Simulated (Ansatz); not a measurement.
Potential energy curve for SMILES [O](C)[Ge]([O]C)([O]C)[O]C (C4H12GeO4). The Ge1–O18 bond (Ge1 also carries O, O, O; O18 carries C) is varied alone, starting from the PBE0/def2-SVP optimised geometry.

```
21

Ge     0.0000     0.0000     0.0000
O      1.4847    -0.7897    -0.4990
C      1.9327    -1.9796     0.1053
O     -1.4839    -0.7926    -0.4965
C     -1.9276    -0.7692    -1.8322
O      0.0000     1.5808    -0.7598
C      1.1517     2.3897    -0.7916
H      1.3315    -2.8515    -0.2091
H      1.9084    -1.9220     1.2068
H      2.9731    -2.1527    -0.2104
H     -1.9020     0.2467    -2.2618
H     -1.3242    -1.4331    -2.4770
H     -2.9679    -1.1288    -1.8532
H      1.3673     2.8360     0.1957
H      2.0441     1.8306    -1.1207
H      0.9735     3.2100    -1.5039
C     -1.1531     0.3108     2.4991
O      0.0000     0.0000     1.7539
H     -0.9728     0.0189     3.5452
H     -2.0427    -0.2308     2.1351
H     -1.3747     1.3929     2.4803
```

Computed with: RKS-PBE0 = restricted PBE0/def2-SVP (Ansatz, a first-principles code); RKS-PBE = restricted PBE/def2-SVP in Ansatz; UKS-PBE = Ansatz with unrestricted PBE/def2-SVP.

Energies are in eV, each relative to the lowest point of its own curve near equilibrium.

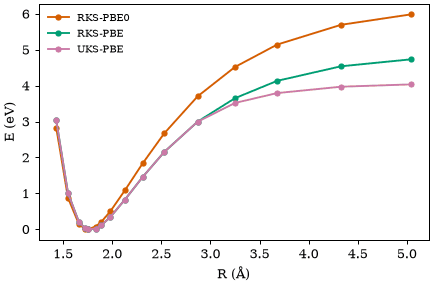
Energy against bond length for each method.

| R / Å | RKS-PBE0 | RKS-PBE | UKS-PBE |
|---|---|---|---|
| 1.43 | 2.831 | 3.034 | 3.034 |
| 1.55 | 0.873 | 1.005 | 1.005 |
| 1.66 | 0.149 | 0.209 | 0.209 |
| 1.72 | 0.017 | 0.037 | 0.037 |
| 1.75 | 0.000 | 0.000 | 0.000 |
| 1.83 | 0.072 | 0.018 | 0.018 |
| 1.89 | 0.208 | 0.113 | 0.113 |
| 1.98 | 0.496 | 0.339 | 0.339 |
| 2.13 | 1.087 | 0.828 | 0.828 |
| 2.31 | 1.835 | 1.455 | 1.455 |
| 2.53 | 2.672 | 2.154 | 2.154 |
| 2.87 | 3.702 | 2.998 | 2.997 |
| 3.25 | 4.520 | 3.651 | 3.518 |
| 3.68 | 5.145 | 4.134 | 3.794 |
| 4.33 | 5.694 | 4.539 | 3.970 |
| 5.04 | 5.984 | 4.732 | 4.035 |

At the longest distance, 5.04 Å, RKS-PBE0 lies highest above its minimum (5.984 eV) and UKS-PBE lowest (4.035 eV).

The restricted form behind RKS-PBE0, RKS-PBE keeps the bonding electrons paired and can't separate into open-shell fragments. The unrestricted determinant behind UKS-PBE is spin-contaminated at 2.87 to 5.04 Å (<S²> up to 1.0, against 0.00 for a pure singlet).
